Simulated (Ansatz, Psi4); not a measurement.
Si2NH7 (SMILES [SiH3]N[SiH3]): methods side by side

Si2NH7: 10 atoms, total charge 0, spin state singlet. As SMILES, `[SiH3]N[SiH3]`. The coordinates come from a PBE0-D4/def2-TZVP relaxation.

```xyz
10

Si   -1.0428    0.7584   -0.8800
N     0.1200    0.5004    0.3687
Si    0.9958   -0.9353    0.7554
H    -1.3736   -0.5673   -1.4582
H    -0.5323    1.6454   -1.9626
H    -2.2743    1.3936   -0.3364
H     0.3620    1.3173    0.9129
H     0.4031   -2.0423   -0.0347
H     0.8972   -1.2430    2.2083
H     2.4448   -0.8272    0.4267
```

Quantity: the vertical ionisation energy (to the doublet cation), in eV. The values are calculated.

```
                                                               level                    kind  program  value (eV)  CPU time (all runs)
                                    PBE/6-31G* (spherical functions)                     GGA   Ansatz        9.09                7.8 s
                              CAM-B3LYP/6-31G* (spherical functions)  range-separated hybrid   Ansatz        9.52                9.7 s
                                wB97M-V/6-31G* (spherical functions)  range-separated hybrid   Ansatz        9.59                 65 s
B2PLYP/6-31G* (density fitting for correlation, spherical functions)           double hybrid     Psi4        9.42                 40 s
                                 B2PLYP/6-31G* (spherical functions)           double hybrid   Ansatz        9.42                 10 s
                                RPA@PBE/6-31G* (spherical functions)                     RPA   Ansatz        9.16                 11 s
                               RPA@PBE0/6-31G* (spherical functions)                     RPA   Ansatz        9.24                 11 s
                                    CC3/6-31G* (spherical functions)   coupled cluster or CI     Psi4        9.26               11 min
```

The values span 9.09 to 9.59 eV. CPU times are rough (shared hosts, several kinds of processor): they show what a rung costs within a factor of a few.

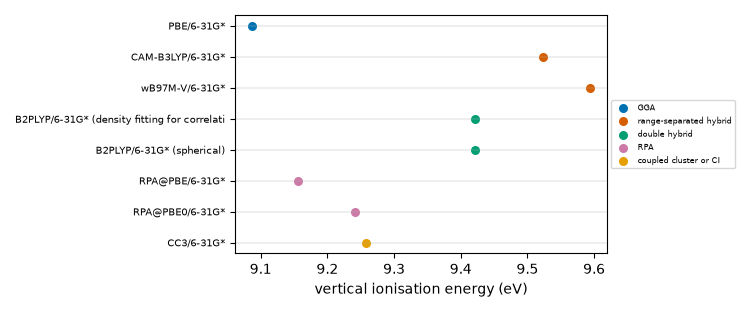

The values of the table, level by level.
